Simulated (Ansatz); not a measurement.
The structure below was relaxed with PBEsol in Ansatz (plane waves to 420 eV, PAW, no SOC).

```yaml
crystal:
  lattice:
    - [4.43794, 0.00000, 0.00000]
    - [0.00000, 4.43794, 0.00000]
    - [0.00000, 0.00000, 8.40966]
  atoms:
    - { symbol: Y, position: [0.50000, 0.00000, 0.23212] }
    - { symbol: Y, position: [0.00000, 0.50000, 0.76788] }
    - { symbol: Al, position: [0.50000, 0.50000, 0.00000] }
    - { symbol: Y, position: [0.00000, 0.00000, 0.50000] }
    - { symbol: Al, position: [0.00000, 0.00000, 0.00000] }
    - { symbol: Al, position: [0.50000, 0.50000, 0.50000] }
    - { symbol: Ti, position: [0.50000, 0.00000, 0.77049] }
    - { symbol: Ti, position: [0.00000, 0.50000, 0.22951] }
```

Task: Find the space group and the Wyckoff positions.

Result: Space group P-4m2 (No. 115); a = b = 4.4379 Å, c = 8.4097 Å, α = β = γ = 90.00°

| atom | site | symmetry | x | y | z |
|---|---|---|---|---|---|
| Y | 2g | 2mm. | 0.5000 | 0.0000 | 0.2321 |
| Al | 1b | -4m2 | 0.5000 | 0.5000 | 0.0000 |
| Y | 1d | -4m2 | 0.0000 | 0.0000 | 0.5000 |
| Al | 1a | -4m2 | 0.0000 | 0.0000 | 0.0000 |
| Al | 1c | -4m2 | 0.5000 | 0.5000 | 0.5000 |
| Ti | 2g | 2mm. | 0.0000 | 0.5000 | 0.2295 |

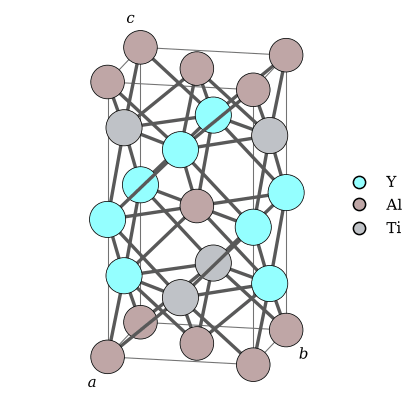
Figure: The conventional cell

These are small ordered cells, not random alloys; other orderings at the same x differ. Whether these cells are dynamically stable was not tested. The final runs are not spin-polarised. The cell was made from TiAl3 by this change: x(Y) = 0.5, 8 atoms, P-4m2. Y3Ti2Al3 has a high density of states at the Fermi level and may be magnetic at this level. Under x(Y) = 0.5, 8 atoms, P-4m2 the cell changed shape so far that it is another structure.

Ansatz is a program for electronic structure.
